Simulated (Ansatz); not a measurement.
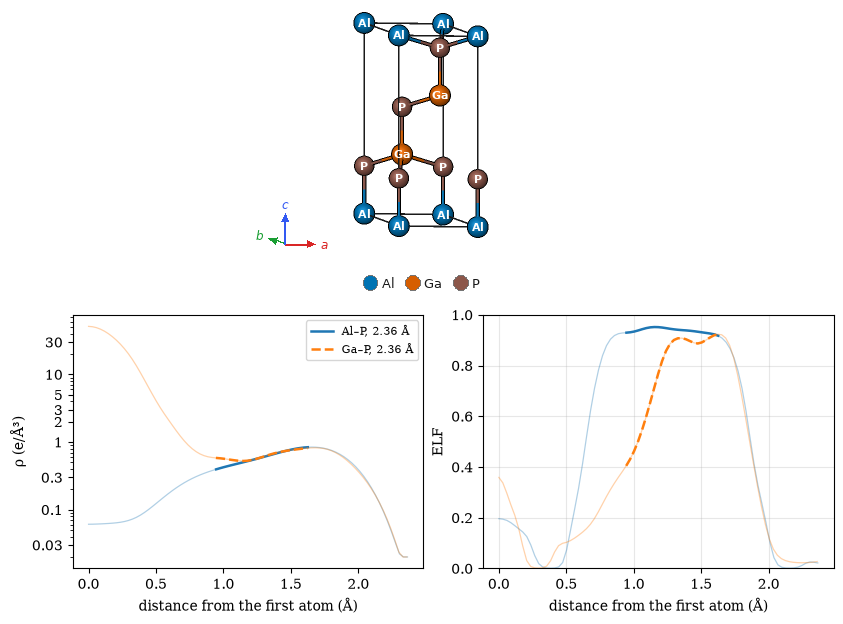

AlGa₂P₃. Valence electron density and electron localisation function along straight lines between neighbouring atoms. Thin, pale parts lie inside the atomic spheres. The structure is drawn too.

Space group P3m1; started from the ordered alloy on zincblende lattice prototype, which need not be the ambient phase; computed pressure about 2 GPa in this cell.

Method: DFT, PBE, plane waves, PAW (Ansatz 0.2.0).

The density is the valence pseudo-density of a PAW calculation; it isn't the true density close to the nuclei.

```
Al Ga P
1.0
     3.86138    0.00000    0.00000
    -1.93069    3.34405    0.00000
     0.00000    0.00000    9.45881
Al Ga P
1 2 3
Direct
  0.00000 0.00000 0.99970
  0.66667 0.33333 0.66630
  0.33333 0.66667 0.33386
  0.66667 0.33333 0.91662
  0.33333 0.66667 0.58328
  0.00000 0.00000 0.25024
```

What can be read from the curves?

Al–P (2.36 Å): ρ at the midpoint is about 0.52 e/Å³; the ELF peaks at about 0.95 between the atoms; localised, covalent bonding.
Ga–P (2.36 Å): the density is about 0.53 e/Å³ at the midpoint; the ELF peaks at about 0.90 in the valence shell of P, 0.7 Å from its nucleus, and is about 0.75 at the midpoint.
